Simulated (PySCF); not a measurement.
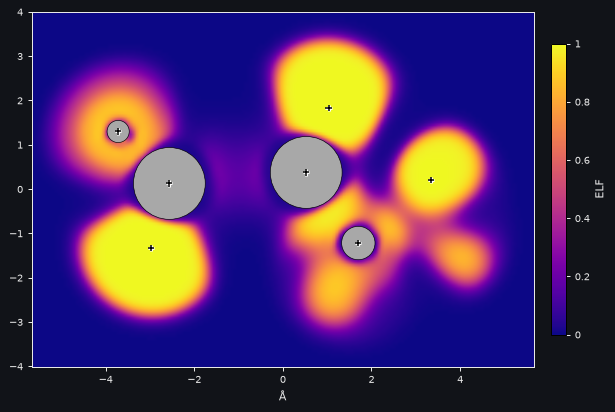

The electron localisation function on a plane through atoms (crosses mark nuclei in the plane; grey discs cover the cores).

Method: PySCF 2.14.0, CAM-B3LYP/def2-SVPD, SCF density, gas phase.

Candidates:
A. CH₄Cl₃FGe₂ (SMILES [F][GeH2][Ge]([Cl])([Cl])[CH2]Cl)
B. C₂H₇Al₂Cl₂F
C. C₇H₉B (SMILES C=C=CBCC#CC)

> Which candidate gave the map?

Candidate B: C₂H₇Al₂Cl₂F on the plane of atoms F6, Al5 and H14, which holds C, Al, F and H. Al–F (1.65 Å): the ELF peaks at about 0.85 in the valence shell of F, 0.6 Å from its nucleus, and is about 0.30 at the midpoint. C–Al (1.98 Å): the ELF peaks at about 0.95 between the atoms, as expected for a shared but strongly polarised pair.
